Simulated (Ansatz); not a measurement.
The compound is Al2PO (space group P-6m2, No. 187), taken as the geometry relaxed with DFT PBE, scalar-relativistic, plane waves, PAW in Ansatz; the starting structure was generated, so it need not be a known form of this composition.

```
Al P O
1.0
     3.37239    0.00000    0.00000
    -1.68619    2.92057    0.00000
     0.00000    0.00000    5.58937
Al P O
2 1 1
Cartesian
  1.6862 0.9735 1.3382
  1.6862 0.9735 4.2511
  0.0000 1.9470 2.7947
  0.0000 0.0000 0.0000
```

Describe the stacking along c, with columns A (0, 0), B (1/3, 2/3), C (2/3, 1/3) of the hexagonal mesh.

O(A) – Al(C) – P(B) – Al(C) (four layers in 5.59 Å).

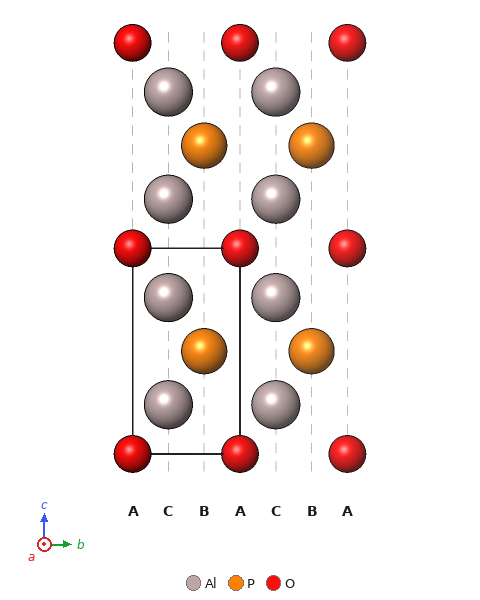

Projection along an edge of the hexagonal mesh, stacking direction c upwards. The dashed lines mark the three columns A (0, 0), B (1/3, 2/3) and C (2/3, 1/3). The sequence starts with the first layer at or above the cell's origin.
